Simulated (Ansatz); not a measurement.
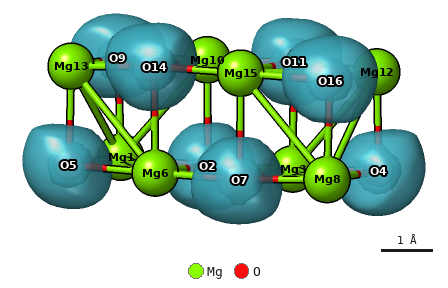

Figure 1: Mg8O8 (charge +1, doublet). Isosurface of the electron localisation function at 0.75 (cyan), seen at a tilt. Only the valence region is drawn (cores and ρ < 0.01 e/Å³ removed).

Geometry: r2SCAN-D4/def2-SVP.

Level of theory: UKS PBE0-D4/def2-SVP in Ansatz 0.2.0.

The calculation's input:

```
crystal:
  periodic: [false, false, false]
  atoms:
    - {symbol: Mg, position_ang: [-0.984886, -0.982707, -2.894420]}
    - {symbol: O, position_ang: [-1.071294, -1.066289, -0.968845]}
    - {symbol: Mg, position_ang: [-1.032951, -1.027129, 0.968258]}
    - {symbol: O, position_ang: [-0.973543, -0.967346, 2.951792]}
    - {symbol: O, position_ang: [-0.975669, 0.971554, -2.949707]}
    - {symbol: Mg, position_ang: [-1.030570, 1.031589, -0.966051]}
    - {symbol: O, position_ang: [-1.064597, 1.070907, 0.971130]}
    - {symbol: Mg, position_ang: [-0.974440, 0.986939, 2.896515]}
    - {symbol: O, position_ang: [0.969356, -0.972177, -2.951583]}
    - {symbol: Mg, position_ang: [1.028501, -1.031794, -0.968035]}
    - {symbol: O, position_ang: [1.066672, -1.070705, 0.969077]}
    - {symbol: Mg, position_ang: [0.980633, -0.986326, 2.894633]}
    - {symbol: Mg, position_ang: [0.978690, 0.982095, -2.896728]}
    - {symbol: O, position_ang: [1.069215, 1.066089, -0.971361]}
    - {symbol: Mg, position_ang: [1.035018, 1.027335, 0.965828]}
    - {symbol: O, position_ang: [0.979854, 0.967971, 2.949498]}
basis:
  gaussian: {orbitals: def2-SVP, initial_orbitals: start.molden}
total_charge: 1
magnetization: {spin_polarized: true, initial_magnetization: 1}
hamiltonian: {xc: pbe0, dispersion: d4}
scf: {omitted_lower_state_checks: [starts]}
output: {orbitals: {seedname: orbitals}}
```

Run with:

```sh
ansatz run in.yaml --threads 4 --pin off --events-out ev --progress --plain --max-ram 6963MiB
```

### Identify the bonds, lone pairs and shells in this picture.

At this value the surface marks out eight regions wrapped around O (the valence shell of each). Profiles from the grid: Mg–O (1.93 Å): the ELF peaks at about 0.85 in the valence shell of O, 0.7 Å from its nucleus, and is about 0.20 at the midpoint; a closed-shell, largely ionic contact. Mg–Mg (2.78 Å): the ELF is about 0.15 at the midpoint.
